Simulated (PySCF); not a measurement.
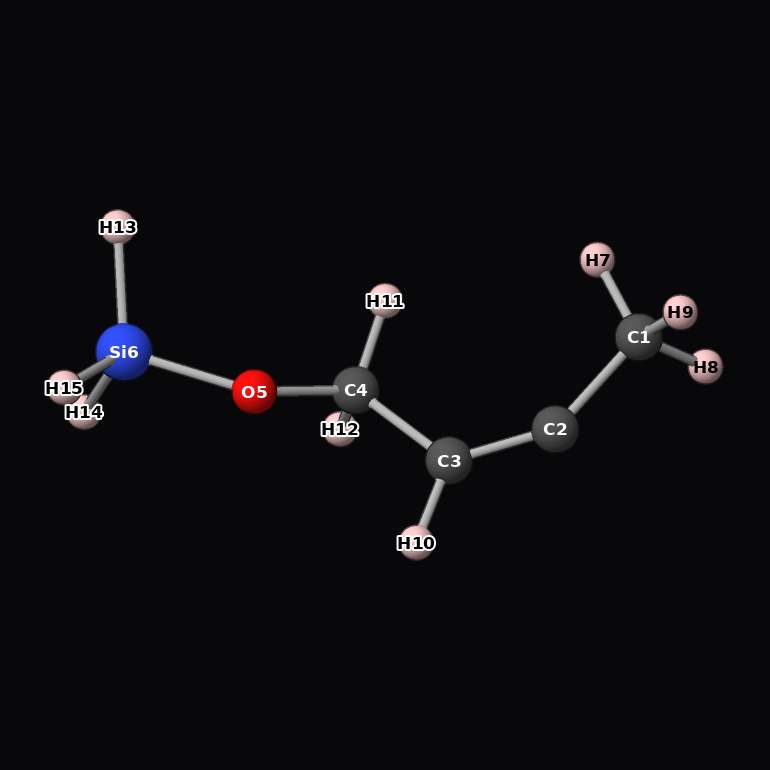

The questions are on Mulliken spin populations. Charge 0, doublet. Computed geometry: GFN2-xTB optimisation. No frequency run is at hand to confirm it as a minimum. Properties computed with UKS B3LYP, pcH-1 on C H O Si, non-relativistic (PySCF 2.14.0).

Give the Mulliken spin populations atom by atom.

| atom | value (e) |
| --- | --- |
| C1 | −0.05 |
| C2 | 0.99 |
| C3 | −0.15 |
| C4 | 0.08 |
| O5 | 0.00 |
| Si6 | 0.00 |
| H7 | 0.07 |
| H8 | 0.01 |
| H9 | 0.01 |
| H10 | 0.05 |
| H11 | 0.00 |
| H12 | 0.00 |
| H13 | 0.00 |
| H14 | 0.00 |
| H15 | 0.00 |

Mulliken values depend strongly on the basis set. The geometry is semi-empirical. Around Si such bond lengths and angles can be off by a tenth of an ångström or more and by several degrees, and values that hang on the shape move with them.
